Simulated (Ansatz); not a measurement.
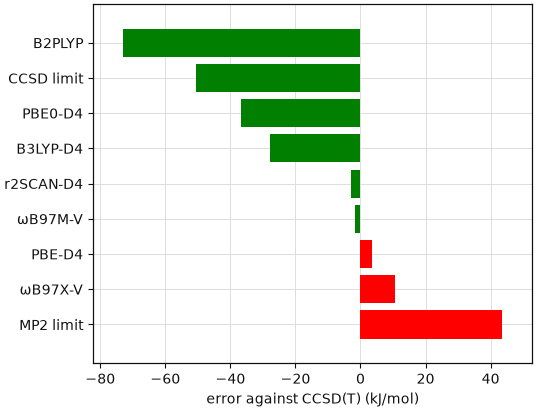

Error in the electronic atomisation energy (method less reference, so positive means overbinding) of CH₇ClOSi₂, SMILES C[Si@H](Cl)[SiH2]O: functionals in def2-TZVPP against frozen-core CCSD(T) at the limit (MP2 extrapolated from triple and quadruple zeta, plus CCSD(T) less MP2 in a smaller set), which gives 4163.0 kJ/mol, at a PBE0-D4/def2-TZVP geometry (no frequency check), no zero-point or spin-orbit term, the Ansatz code. The reference leaves out core correlation, a term that grows with the number of heavy atoms. B2PLYP holds a correlation term that converges slowly with the basis, so part of the distance to the limit is basis error. No dispersion term is added to B2PLYP. Limit means the basis limit.

Which of these levels overbind, and which underbind?

Answer. Overbind: MP2 limit. Underbind: B2PLYP, CCSD limit, PBE0-D4 and B3LYP-D4. Within 25 kJ/mol of zero, too close to call in view of what the reference leaves out: r2SCAN-D4, ωB97M-V, PBE-D4 and ωB97X-V.

Give the values.

Answer.
```csv
level,kJ/mol
B2PLYP,−73.0
CCSD limit,−50.4
PBE0-D4,−36.7
B3LYP-D4,−28.0
r2SCAN-D4,−3.0
ωB97M-V,−1.8
PBE-D4,3.5
ωB97X-V,10.6
MP2 limit,43.5
```

Limits of at least one run: one conformer of a flexible molecule.
